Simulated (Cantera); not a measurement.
Input: 1 mol trisilylamine, 6.5 mol N2, 1.4 mol H2, at 9.10e-5 bar.

Equilibrium computed with Cantera from the NASA thermochemical tables; the gas is ideal and each condensed phase is pure. Candidate condensed phases: Si, Si3N4; 18 gas species. The feed counts by its element totals alone. The tables' values for SiN are old estimates; treat these amounts as uncertain. Gases not in the tables: Si2H6 and higher silanes. Equilibrium is a limit: real reactors are often held back by kinetics, nucleation or transport.

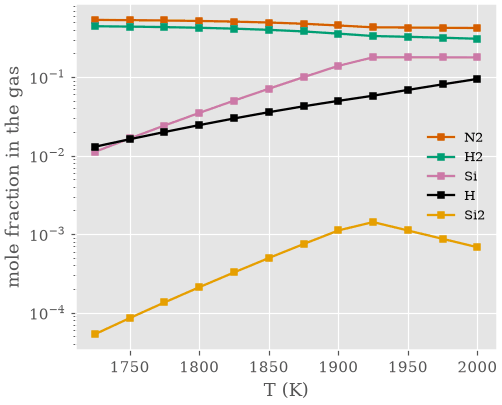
Fig. 1. Equilibrium gas composition (values under 1e-9 drawn at 1e-9)

From 1725 K to 1900 K the condensed part is Si(l). From 1925 K to 2000 K nothing is condensed. The main Si-bearing gas is Si throughout.
